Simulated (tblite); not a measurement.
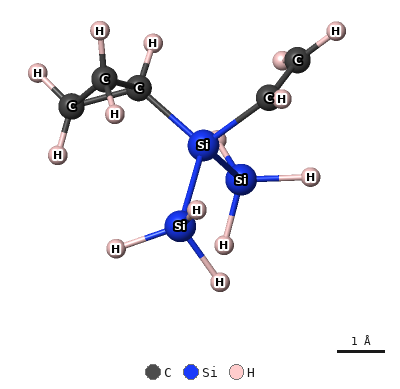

This is the input geometry for a relaxation of C5H14Si3. The picture is a ball-and-stick view, seen at a tilt.

Computed with GFN2-xTB geometry optimisation, gas phase (tblite).

```xyz
22

C    -1.9553   -1.3864    1.4081
C    -1.3427   -0.1892    1.4184
Si   -0.3694    0.1922   -0.1229
Si   -1.7138   -0.4983   -1.7897
Si    0.0385    2.3629   -0.3186
C     1.1540   -0.8523    0.0464
C     2.4720   -0.4233   -0.4982
C     2.1824   -0.1339    0.9546
H    -1.8734   -2.0175    0.5365
H    -2.5370   -1.6510    2.2965
H    -1.3822    0.4795    2.2579
H    -3.1219   -0.5910   -1.3401
H    -1.6976    0.4658   -2.8843
H    -1.2860   -1.8269   -2.2520
H     0.0760    2.9598    1.0324
H     1.2164    2.6768   -1.1098
H    -1.0796    3.0794   -1.0048
H     0.9399   -1.9192    0.3253
H     2.5276    0.3564   -1.2483
H     3.1960   -1.2684   -0.6524
H     2.5517   -0.7412    1.7734
H     1.9938    0.9450    1.1706
```

**What does the optimiser find from here?**

H9 moves most after the best rigid fit: 1.86 Å. By element the largest moves are H 1.86 Å, C 0.90 Å, Si 0.54 Å. Some distances before and after: Si3–Si5 2.217 → 2.337 Å, Si3–Si4 2.250 → 2.333 Å, Si3–C6 1.855 → 1.902 Å, C6–C8 1.549 → 1.502 Å. Among the angles between lasting bonds that change: Si3–C6–C8 109.7° → 121.3°, C1–C2–Si3 114.5° → 123.9°, H9–C1–H10 123.7° → 115.6°. Groups turn about C2–Si3 by about 70°, Si3–Si4 by about 55°. Over 236 geometry steps the energy falls by 18.4 kcal/mol. The run took 4.5 s on 1 thread of Arm Neoverse N1, on a shared host.

History of the run:

```
step  E − E(0), kcal/mol
   0                0.00
   1               -4.79
   2               -7.18
   3               -8.84
   4              -10.17
   5              -11.27
   6              -11.96
   7              -12.62
   8              -13.37
   9              -14.14
  10              -14.78
  22              -16.19
  34              -16.62
  46              -17.09
  58              -17.20
  69              -17.27
  81              -17.34
  93              -17.39
 105              -17.60
 117              -17.70
 129              -17.89
 141              -18.05
 153              -18.10
 165              -18.18
 177              -18.23
 188              -18.25
 200              -18.28
 212              -18.30
 224              -18.32
 236              -18.35
```

Final geometry:

```xyz
22

C    -2.6458   -0.8246    1.5098
C    -1.3485   -0.5634    1.5094
Si   -0.3834    0.0083   -0.0212
Si   -1.3601   -0.8723   -1.9485
Si   -0.2219    2.3387    0.0593
C     1.3357   -0.7793    0.1872
C     2.4538   -0.3394   -0.7136
C     2.4925    0.0045    0.7377
H    -3.2343   -0.7495    0.6082
H    -3.1853   -1.1279    2.3947
H    -0.8091   -0.6580    2.4457
H    -2.5896   -0.1474   -2.2876
H    -0.4854   -0.7562   -3.1198
H    -1.7339   -2.2859   -1.8504
H     0.1623    2.8958    1.3610
H     0.7622    2.8487   -0.9025
H    -1.5034    2.9585   -0.2898
H     1.3419   -1.8355    0.4384
H     2.2589    0.4571   -1.4176
H     3.1439   -1.0816   -1.0876
H     3.2080   -0.5063    1.3660
H     2.3309    1.0351    1.0202
```

The end point in the same view:

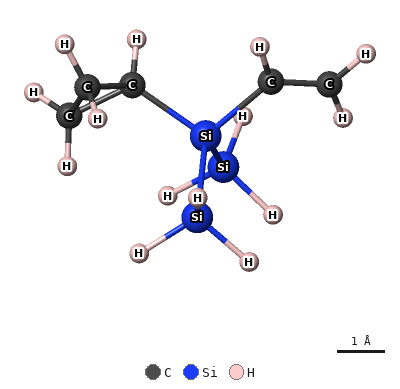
